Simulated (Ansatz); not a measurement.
System: C3H9NSn (SMILES C[CH](C)[Sn][NH2]).

```xyz
14

C     0.2920    0.6060    2.6532
C     0.2668    0.7643    1.1384
C    -1.1424    0.6598    0.5695
N     0.5740   -2.2936    0.8457
Sn    1.6395   -0.7092    0.1563
H     1.3040    0.7338    3.0731
H    -0.0623   -0.3903    2.9679
H    -0.3587    1.3492    3.1516
H     0.6809    1.7552    0.8788
H    -1.5873   -0.3328    0.7541
H    -1.8221    1.4047    1.0250
H    -1.1699    0.8257   -0.5207
H    -0.2608   -2.2370    1.4226
H     0.8154   -3.2608    0.6554
```

Geometry: PBE0-D4/def2-SVP; core potentials replace the inner electrons of Sn.

Level of theory: isolated molecule in a Gaussian basis; Kohn-Sham density functional theory, functional PBE0 (Ansatz).

Question: Predict the electron density and electron localisation function between the atoms.

Answer: Sn–N (2.03 Å): ρ is about 0.71 e/Å³ halfway; the ELF peaks at about 0.90 in the valence shell of N, 0.6 Å from its nucleus, and drops to about 0.15 between the two atoms.
C–Sn (2.24 Å): the density is about 0.61 e/Å³ at the midpoint; the ELF peaks at about 0.90 in the valence shell of C, 0.8 Å from its nucleus, and drops to about 0.15 between the two atoms.
N–H (1.01 Å): the density is about 2.8 e/Å³ at the midpoint; the ELF climbs to about 1 towards the hydrogen, as it does in any bond to H (an ordinary covalent bond to hydrogen).
C–H (1.10 Å): ρ is about 1.9 e/Å³ halfway; the ELF climbs to about 1 towards the hydrogen; an ordinary covalent bond to hydrogen.

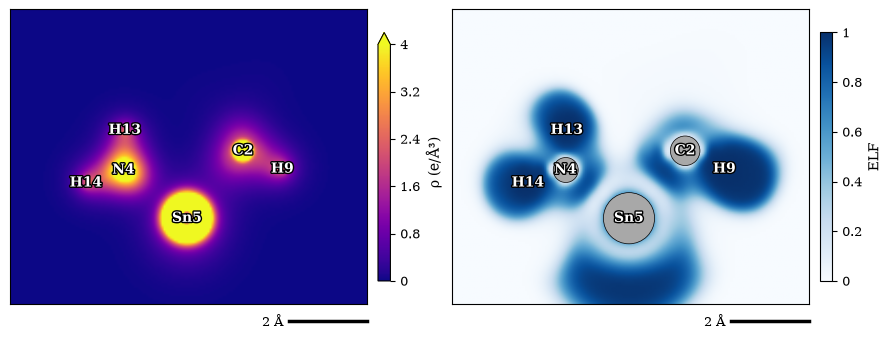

Computed electron density and electron localisation function on the plane of atoms H13, N4 and H14, in this order. Grey discs cover the atomic cores in the ELF map. 
